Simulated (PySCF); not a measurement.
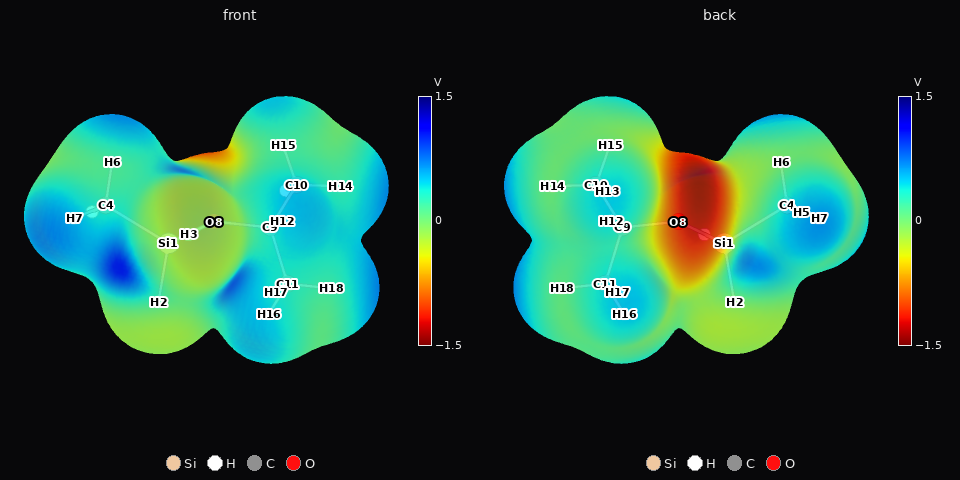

C₄H₁₂OSi (SiH2Me(OiPr)). The electrostatic potential painted on the density surface at 0.002 e/bohr³, seen from the front and from behind; red is negative and blue positive.

Geometry: PBE0-D3(BJ)/def2-SVP.

All numbers below come from wB97X-D/def2-SVPD, SCF density, gas phase in PySCF 2.14.0.

```xyz
18

Si    0.3278    1.5979    0.4106
H     0.4637    1.6355    1.9028
H     1.7024    1.7446   -0.1741
C    -0.8104    2.9588   -0.1603
H    -1.8160    2.8219    0.2656
H    -0.8972    2.9599   -1.2571
H    -0.4314    3.9417    0.1607
O    -0.3265    0.1543   -0.1043
C     0.3624   -1.0732   -0.2373
C    -0.4175   -1.9350   -1.2104
C     0.5390   -1.7381    1.1178
H     1.3672   -0.8793   -0.6668
H    -1.4228   -2.1395   -0.8108
H     0.0921   -2.8942   -1.3864
H    -0.5314   -1.4156   -2.1727
H     1.1252   -1.1028    1.7997
H    -0.4439   -1.9181    1.5804
H     1.0610   -2.7021    1.0204
```

Which sites attract a positive test charge, and which a negative one?

A positive charge is drawn to the negative regions and a negative charge to the positive ones. The most negative region (about −1.4 V, or −32 kcal/mol for a unit charge) lies over O8, the most positive (about +1.0 V, or +23 kcal/mol for a unit charge) over Si1. O8 is the likeliest acceptor of a hydrogen bond.

How polar is the molecule by this calculation?

Its dipole moment is 0.45 D.
